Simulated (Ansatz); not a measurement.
# CsO (Immm): phonons and vibrational spectra, part 2 of 2

Task: relax CsO (Immm), then find its harmonic phonons.

Ansatz 0.2.0; DFT LDA, scalar-relativistic, plane waves, PAW.

So far. Step 4 (Tight relaxation): The largest force component left is 0.24 meV/Å and the pressure is 0.001 GPa, within the tolerances set. The cell now holds 23.70 Å³/atom. The relaxed cell has a, b, c = 4.186, 6.206, 7.298 Å (conventional setting).

### 5. Zone-centre response

The zone centre is the only wavevector solved here; it holds the modes that light can see, as far as symmetry allows. The response to a homogeneous field gives the Born charges and the dielectric tensor, and its change with displacement the Raman tensors.

input.yaml

```yaml
crystal:
  lattice:
    - [-2.0928214921, 3.1030796914, 3.6488005747]
    - [2.0928214921, -3.1030796914, 3.6488005747]
    - [2.0928214921, 3.1030796914, -3.6488005747]
  atoms:
    - { symbol: Cs, position: [0.7481859745, 0.7481859745, 0.0] }
    - { symbol: Cs, position: [0.2518140255, 0.2518140255, 0.0] }
    - { symbol: O, position: [0.6177142476, 0.0, 0.6177142476] }
    - { symbol: O, position: [0.3822857524, 0.0, 0.3822857524] }
kpoints:
  mp_grid: { grid: [8, 8, 8] }
hamiltonian:
  xc: lda
scf:
  occupations: { method: fixed }
output:
  eigenvalues: true
phonons:
  method: dfpt
  dielectric: true
  rigid_motions: translations
  raman: true
```

Launch:

```console
> ansatz run input.yaml --threads 4 --pin off --max-ram 7168MiB --backend cpu --events-out ev --progress --plain --runs-dir out
```

Numbers of over 12 decimals in the logs are rounded to 6 here.

What it wrote:

```text
[...]
Crystal: 4 atoms, lattice volume = 94.784 Å³
Basis set: ecut = 420 eV, 1849 PW (Γ), exchange–correlation on 72×72×72 points (8 copies of the dense FFT grid, shifted against one another)
Bands: 19, of which v1, the nominal top of the filled ones, is band 15 counted from 1 (14 counted from 0)
Symmetry: 8 space group operations
k-points: 260 of 512 (irreducible under 1 space group operation, time reversal used)
[...]
SCF iter   1: F=—  HF=-12119.832104 eV  |F-HF|=—  |Δ(HF+E_count)|=         —  Δρ=1.57e-2  dr2=2.55e-1  ethr=1.77e-3  ⟨swp⟩=4.4  Hψ=23256  notcnv=0  defer=430
[...]
SCF iter   9: F=-12119.772318 eV  HF=-12119.772318 eV  |F-HF|=3.64e-12  |Δ(HF+E_count)|=  1.27e-11  Δρ=3.41e-8  dr2=9.67e-13  ethr=1.00e-12  ⟨swp⟩=8.2  Hψ=31326  notcnv=0
SCF 1 converged in 9 iterations: F = -12119.772318 eV  dr2 = 9.67e-13
[...]
NSCF: frozen V_eff on 4 k-points
DFPT response loops at Γ: preconditioner auto → Resta (q_TF=auto, 2.252 Å⁻¹)  ε∞=5.9 (no band partly filled); β = 1.00, the filter's whole step (`scf.mixing.beta` (0.50) is not read by the response loops at its default; to damp them type it under 1.00, their step now; it binds the ground state too); Broyden in place of MSR1
── the response to a field inside a basis, on 8×8×8 k-points: an SCF that follows is theirs, and a resumed run solves both again ──
Bands: 16, of which v1, the nominal top of the filled ones, is band 15 counted from 1 (14 counted from 0)
k-points: 94 of 512
[...]
Eigensolver: Dense (94 Hₖ)
SCF iter   1: F=—  HF=-12119.774626 eV  |F-HF|=—  |Δ(HF+E_count)|=         —  Δρ=4.32e-4  dr2=3.38e-5  ethr=1.00e-1
[...]
SCF iter   6: F=-12119.774612 eV  HF=-12119.774612 eV  |F-HF|=5.46e-12  |Δ(HF+E_count)|=  4.22e-10  Δρ=3.38e-7  dr2=5.02e-11  ethr=1.22e-11
SCF 1 converged in 6 iterations: F = -12119.774612 eV  dr2 = 5.02e-11
[...]
SCF converged after 9 iterations
Free energy (F): -12119.772318 eV
[...]
Internal energy: -12119.772318 eV  (E = F + TS)
E sigma→0 (E₀):  -12119.772318 eV
Fermi energy:    7.474069 eV
[...]
--- Band table (eV; the first three rows and the last of 260) ---
  k-point 0: bands = [... 11 lower, 3.1673, 3.2735, 6.5333, 7.4741, 9.2864, 9.5805, 10.1774, 11.5893]
  k-point 1: bands = [... 11 lower, 3.1923, 3.4095, 6.5456, 7.3710, 9.4310, 10.0932, 10.4557, 11.8319]
  k-point 2: bands = [... 11 lower, 3.3067, 3.6354, 6.5725, 7.0729, 9.8434, 10.6299, 11.2572, 11.7835]
  k-point 259: bands = [... 11 lower, 3.0234, 3.5864, 6.6367, 6.8545, 9.2495, 11.2526, 11.3141, 11.4168]
--- Phonons (Γ-DFPT): 6 representative perturbations + reference, on 260 of 512 k-points (Σ response iterations 18) ---
  k mesh reduced under 1 symmetry operation, with k and −k counted as one. Each operation leaves every solved perturbation unchanged. A smaller set is not considered because the run solves the response to a homogeneous field
  ASR residual: 1.236e-5 → 0.000e0 eV/Å²; symmetrization residual: 9.346e-6 eV/Å²
  ASR residual per site (eV/Å²): 1.17e-5 1.17e-5 1.24e-5 1.24e-5
  Γ frequencies (cm⁻¹): 0.00 0.00 0.00 75.22 87.75 104.32 164.26 165.67 187.11 201.94 279.22 868.11
  ε∞ (high-frequency dielectric tensor):
        3.379701     0.000000     0.000000
        0.000000     3.516362    -0.000000
        0.000000    -0.000000     3.421769
  ε⁰ (static dielectric tensor: ions relaxed, cell fixed):
        7.122995     0.000000     0.000000
        0.000000     8.146048    -0.000000
        0.000000    -0.000000     7.339013
  ε⁰ − ε∞ (ionic part):
        3.743293     0.000000     0.000000
        0.000000     4.629686    -0.000000
        0.000000    -0.000000     3.917244
  softest optical mode at Γ: 75.22 cm⁻¹; the repairs (sum rule, projections) moved no ω² at Γ by more than (1.45 cm⁻¹)²
  Born effective charges Z* (e; rows j = field, columns β = displacement):
    site 0:
         1.44895   -0.00000    0.00000
         0.00000    1.31071   -0.00000
         0.00000    0.00000    1.37341
    site 1:
         1.44895   -0.00000    0.00000
         0.00000    1.31071   -0.00000
         0.00000    0.00000    1.37341
    site 2:
        -1.44895    0.00000   -0.00000
        -0.00000   -1.31071    0.00000
        -0.00000   -0.00000   -1.37341
    site 3:
        -1.44895   -0.00000   -0.00000
        -0.00000   -1.31071    0.00000
        -0.00000   -0.00000   -1.37341
  Z* charge neutrality: 9.239e-4 e pre-enforcement
  solved inside a basis spanned on kpoints, on 8×8×8 k-points: ε∞ is read to err by 9.4e-3, Z* by 9.9e-3 e (field_mesh: kpoints solves on kpoints); Z* is corrected for what the basis lacks
  Raman tensors (in the event stream and the table raman_tensors.tsv): an entry may err by 4.9e-2 Å², one of the second-order susceptibility by 2.0e-19 pm/V (basis, points and sum rule); their sum over the sites missed zero by 1.776e-15 Å² ahead of its enforcement
  optical modes at Γ without the LO–TO term, one row a degenerate level:
      ω (cm⁻¹)  modes    IR ((D/Å)²/amu)  static Raman (Å⁴/amu)  depolarisation
         75.22      1             0.0000                 3.1890           0.750
         87.75      1             0.0000                 0.7886           0.750
        104.32      1             0.0000                 9.6166           0.298
        164.26      1             5.5511                 0.0000               —
        165.67      1             0.0000                 0.5418           0.750
        187.11      1             6.0949                 0.0000               —
        201.94      1             6.7838                 0.0000               —
        279.22      1             0.0000                33.8741           0.750
        868.11      1             0.0000               284.3707           0.016
  optical modes at Γ + LO–TO along q̂ = [1.0000, 0.0000, 0.0000]:
      ω (cm⁻¹)  modes    IR ((D/Å)²/amu)  static Raman (Å⁴/amu)  depolarisation
         75.22      1             0.0000                 3.1890           0.750
         87.75      1             0.0000                 0.7886           0.750
        104.32      1             0.0000                 9.6166           0.298
        164.26      1             5.5511                 0.0000               —
        165.67      1             0.0000                 0.5418           0.750
        187.11      1             6.0949                 0.0000               —
        279.22      1             0.0000                33.8741           0.750
        293.17      1             6.7838                 0.0000               —
        868.11      1             0.0000               284.3707           0.016
  optical modes at Γ + LO–TO along q̂ = [0.0000, 1.0000, 0.0000]:
      ω (cm⁻¹)  modes    IR ((D/Å)²/amu)  static Raman (Å⁴/amu)  depolarisation
         75.22      1             0.0000                 3.1890           0.750
         87.75      1             0.0000                 0.7886           0.750
        104.32      1             0.0000                 9.6166           0.298
        165.67      1             0.0000                 0.5418           0.750
        187.11      1             6.0949                 0.0000               —
        201.94      1             6.7838                 0.0000               —
        250.01      1             5.5511                 0.0000               —
        279.22      1             0.0000                33.8741           0.750
        868.11      1             0.0000               284.3707           0.016
  optical modes at Γ + LO–TO along q̂ = [0.0000, 0.0000, 1.0000]:
      ω (cm⁻¹)  modes    IR ((D/Å)²/amu)  static Raman (Å⁴/amu)  depolarisation
         75.22      1             0.0000                 3.1890           0.750
         87.75      1             0.0000                 0.7886           0.750
        104.32      1             0.0000                 9.6166           0.298
        164.26      1             5.5511                 0.0000               —
        165.67      1             0.0000                 0.5418           0.750
        201.94      1             6.7838                 0.0000               —
        274.03      1             6.0949                 0.0000               —
        279.22      1             0.0000                33.8741           0.750
        868.11      1             0.0000               284.3707           0.016
```

It took 14 min on 4 threads of Arm Neoverse N1, shared host; peak memory 2.5 GiB; 42 min of CPU time.

Reading the cycles: dr2 is the Hartree energy of the density residual (eV), the measure of convergence; HF is the Harris–Foulkes estimate of the energy, which meets the free energy F at convergence.

This step gave:

| Quantity | Value |
| --- | --- |
| sum-rule residual before enforcement | 1.24e-5 eV/Å² |
| miss of the charge sum rule | 9.24e-4 e |
| estimated error of the dielectric tensor | 0.009372 |
| estimated error of the Born charges | 0.009864 e |
| point group | mmm |
| highest optical mode at the zone centre (no LO-TO term) | 868.1 cm⁻¹ |
| lowest optical zone-centre mode | 75.22 cm⁻¹ |
| mean high-frequency dielectric constant | 3.439 |
| largest Born charge (third of the trace) | 1.378 e |
| mean static dielectric constant | 7.536 |
| top of the zone-centre spectrum with the field | 868.1 cm⁻¹ |

Without the LO-TO term. Patterns of degenerate modes are one choice out of their space. The modes at Γ (shares of kinetic energy by element, %):

| mode | frequency (cm⁻¹) | symmetry | Cs % | O % |
| --- | --- | --- | --- | --- |
| 1 | 0.0 | acoustic | 89 | 11 |
| 2 | 0.0 | acoustic | 89 | 11 |
| 3 | 0.0 | acoustic | 89 | 11 |
| 4 | 75.2 | B2g | 100 | 0 |
| 5 | 87.8 | B3g | 99 | 1 |
| 6 | 104.3 | Ag | 100 | 0 |
| 7 | 164.3 | B2u | 11 | 89 |
| 8 | 165.7 | B3g | 1 | 99 |
| 9 | 187.1 | B1u | 11 | 89 |
| 10 | 201.9 | B3u | 11 | 89 |
| 11 | 279.2 | B1g | 0 | 100 |
| 12 | 868.1 | Ag | 0 | 100 |

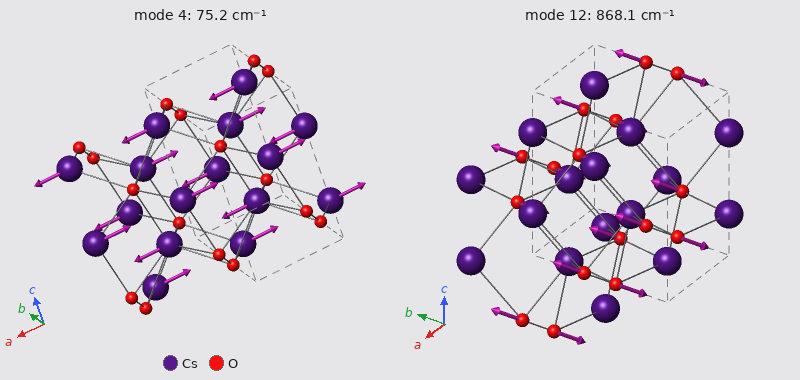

Displacement patterns of modes 4 and 12 at Γ; arrows are exaggerated. 2×1×1 conventional cells are drawn. Some periodic images of atoms are drawn too.

Optical modes at the zone centre, without and with the macroscopic field of the longitudinal modes; each column is sorted by frequency, so a row need not hold one and the same mode. Modes with and without the field, by row:

| rank among optical modes | no field (cm⁻¹) | q along (1, 0, 0) (cm⁻¹) | q along (0, 1, 0) (cm⁻¹) | q along (0, 0, 1) (cm⁻¹) |
| --- | --- | --- | --- | --- |
| 1 | 75.2 | 75.2 | 75.2 | 75.2 |
| 2 | 87.8 | 87.8 | 87.8 | 87.8 |
| 3 | 104.3 | 104.3 | 104.3 | 104.3 |
| 4 | 164.3 | 164.3 | 165.7 | 164.3 |
| 5 | 165.7 | 165.7 | 187.1 | 165.7 |
| 6 | 187.1 | 187.1 | 201.9 | 201.9 |
| 7 | 201.9 | 279.2 | 250 | 274 |
| 8 | 279.2 | 293.2 | 279.2 | 279.2 |
| 9 | 868.1 | 868.1 | 868.1 | 868.1 |

Born charge (rows field, columns displacement) (e), principal values of the symmetric part by kind of site:

| atom | atoms with these values | low | middle | high | mean |
| --- | --- | --- | --- | --- | --- |
| Cs1 | 2 | 1.31 | 1.37 | 1.45 | 1.38 |
| O3 | 2 | -1.45 | -1.37 | -1.31 | -1.38 |

In full for Cs1:

```
1.45 0.00 0.00
0.00 1.31 0.00
0.00 0.00 1.37
```

High-frequency dielectric tensor:

```
3.38 0.00 0.00
0.00 3.52 0.00
0.00 0.00 3.42
```

Static dielectric tensor (ions relaxed, fixed cell):

```
7.12 0.00 0.00
0.00 8.15 0.00
0.00 0.00 7.34
```

Transverse modes. Infrared lines, with heights relative to the strongest:

| position (cm⁻¹) | relative intensity |
| --- | --- |
| 75 | 0.0 |
| 88 | 0.0 |
| 104 | 0.0 |
| 164 | 82 |
| 166 | 0.0 |
| 187 | 90 |
| 202 | 100 |
| 279 | 0.0 |
| 868 | 0.0 |

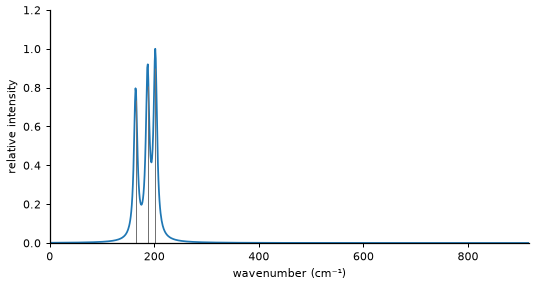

The infrared spectrum, broadened with Lorentzians of width 8 cm⁻¹; bars mark the lines.

Activity x (w_L - w)^4 (n + 1)/w, 532 nm, 300 K; the tensors are static ones, while 532 nm light lies above the computed direct gap, where resonance would change the heights; modes without the macroscopic field alone. Lines of the Raman spectrum (strongest = 100):

| position (cm⁻¹) | relative intensity |
| --- | --- |
| 75 | 50 |
| 88 | 9.3 |
| 104 | 83 |
| 164 | 0.0 |
| 166 | 2.1 |
| 187 | 0.0 |
| 202 | 0.0 |
| 279 | 56 |
| 868 | 100 |

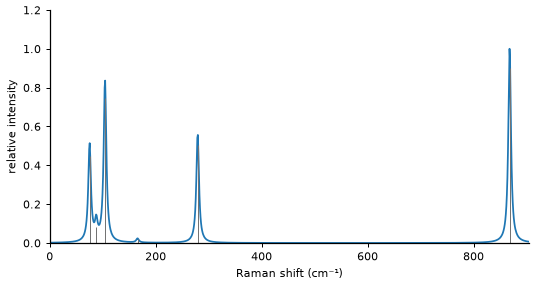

The Raman spectrum, broadened with Lorentzians of width 6 cm⁻¹; bars mark the lines.

Before it was imposed, the acoustic sum rule was missed by 1.2e-5 eV/Å² and the charge sum rule by 9.2e-4 e. Small misses are needed for a sound result but don't prove that mesh and cutoff are converged. The lowest optical mode is real, 75.2 cm⁻¹.

### 6. Another isotope

An isotope changes the mass and not the force constants, so no new electronic calculation is needed; the shifts show which modes move this element.

The same force constants with the mass of O changed from 15.999 to 17.999 u (phonopy, no LO-TO term). Both lists are sorted by frequency; levels can cross, so a row need not hold one and the same mode. Modes under 3 cm⁻¹ are left out. Isotope shifts, by row:

| q | rank | natural mass (cm⁻¹) | changed mass (cm⁻¹) |
| --- | --- | --- | --- |
| 0 0 0 | 4 | 75.22 | 75.22 |
| 0 0 0 | 5 | 87.75 | 87.71 |
| 0 0 0 | 6 | 104.3 | 104.3 |
| 0 0 0 | 7 | 164.3 | 155.9 |
| 0 0 0 | 8 | 165.7 | 156.3 |
| 0 0 0 | 9 | 187.1 | 177.6 |
| 0 0 0 | 10 | 201.9 | 191.7 |
| 0 0 0 | 11 | 279.2 | 263.2 |
| 0 0 0 | 12 | 868.1 | 818.5 |

A mode of this element alone would shift by -5.72 %. The highest zone-centre frequency without the field goes from 868.1 to 818.5 cm⁻¹ (-5.7 %). The product of the frequency ratios over all optical modes at Γ is 0.717; the product rule, (m/m′)^(3k/2) (M′/M)^(3/2) with k = 2 such atoms and M the mass of the cell, gives 0.716.

### 7. Outcome

```json
{"space group after relaxation (within 0.01 Å)": "Immm", "volume per atom": "23.7 Å³", "gap on the k-mesh": "1.70 eV", "highest optical mode at the zone centre (no LO-TO term)": "868 cm⁻¹", "top of the zone-centre spectrum with the field": "868 cm⁻¹", "lowest optical zone-centre mode": "75.2 cm⁻¹", "mean high-frequency dielectric constant": "3.44", "mean static dielectric constant": "7.54", "largest Born charge (third of the trace)": "1.38 e", "imaginary modes at Γ (the only wavevector solved)": "none"}
```

The structure is stable against zone-centre distortions, since no mode there is imaginary; runs at other wavevectors are not part of this account. Without the field, the optical modes at Γ span 75 to 868 cm⁻¹. The dispersion is not part of this account. The highest mode in this list at Γ, 868.1 cm⁻¹, is mostly motion of O (100 % of the kinetic energy). The macroscopic field leaves the top of the zone-centre spectrum where it is. Lattice motion raises the mean dielectric constant from 3.439 to 7.536. The strongest infrared line is at 202 cm⁻¹. Averaged over orientations, the strongest Raman line at 532 nm and 300 K is at 868 cm⁻¹. The tensors are the static, non-resonant ones, while 532 nm light (2.33 eV) lies above the computed gap. Spin-orbit coupling is left out, which can matter for the heavy elements here. These are harmonic frequencies at zero temperature: anharmonic shifts, linewidths and thermal expansion are left out.

[Logs are printed without paths, hosts, clocks, repeated set-up lines and the standing remarks that a program may print on its own settings, such as how far it seeks lower states.]

[Hosts, paths, dates, database ids (printed as entryN), source tags and the programs' standing remarks are cut or masked in the printed files.]
